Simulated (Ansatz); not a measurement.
CH$_{2}$FNOSi (SMILES O=C1N[SiH]1F)

Input file:

```
crystal:
  periodic: [false, false, false]
  atoms:
    - {symbol: O, position_ang: [0.141541, -1.847054, 1.342969]}
    - {symbol: C, position_ang: [0.099865, -0.902902, 0.616529]}
    - {symbol: N, position_ang: [-0.300123, 0.412099, 0.736029]}
    - {symbol: Si, position_ang: [0.235371, 0.180974, -0.875533]}
    - {symbol: F, position_ang: [-0.848475, 0.243384, -2.032895]}
    - {symbol: H, position_ang: [-0.668044, 0.906388, 1.540893]}
    - {symbol: H, position_ang: [1.400963, 0.939011, -1.373691]}
basis:
  gaussian: {orbitals: def2-TZVPP}
hamiltonian: {xc: pbe0, dispersion: d4}
output: {orbitals: {seedname: orbitals}}
```

Command:

```sh
ansatz run in.yaml --threads 2 --pin off --events-out ev --progress --plain --max-ram 4352MiB
```

Geometry: PBE0-D4/def2-TZVP.

All numbers below come from RKS PBE0-D4/def2-TZVPP in Ansatz.

Q: Predict the electron density and electron localisation function between the atoms.

A: C–O (1.19 Å): ρ at the midpoint is about 3.5 e/Å³; the ELF peaks at about 0.85 between the atoms; a short, multiple covalent bond.
C–N (1.38 Å): ρ at the midpoint is about 2.2 e/Å³; the ELF peaks at about 0.90 between the atoms (localised, covalent bonding).
Si–N (1.71 Å): ρ at the midpoint is about 1 e/Å³; the ELF peaks at about 0.80 between the atoms: a polar covalent bond.
C–Si (1.85 Å): ρ is about 0.86 e/Å³ halfway; the ELF peaks at about 0.75 between the atoms (a shared electron pair).

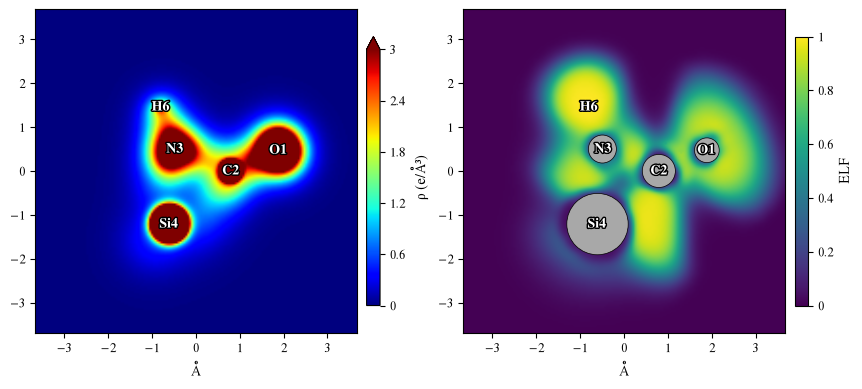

Computed electron density and electron localisation function on the plane of atoms O1, C2 and N3, in this order. Grey discs cover the atomic cores in the ELF map. 
